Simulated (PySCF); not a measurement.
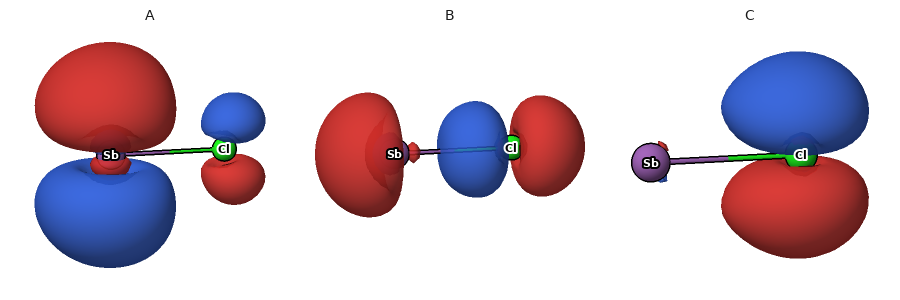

Figure. SbCl (triplet). Three frontier β-spin orbitals, each drawn at the value that holds 80 % of its norm (red and blue are the two phases), in no order; of a degenerate pair one member is drawn.

Core potentials replace the inner electrons of Sb.

Computed with PBE0/cc-pVDZ(-PP), non-relativistic Hamiltonian with scalar-relativistic core potentials where named, at a bond length of 2.376 Å (PySCF 2.14.0).

Question: Label each orbital by symmetry, say whether it is occupied, and order them by energy.

Answer: Orbital B: σ, occupied in this spin, −9.58 eV; shared between the atoms (Sb 45 %, Cl 55 %).
Orbital C: π, occupied in this spin, −9.05 eV; mainly on Cl (90 %).
Orbital A: π, empty in this spin, −2.97 eV; mainly on Sb (90 %).
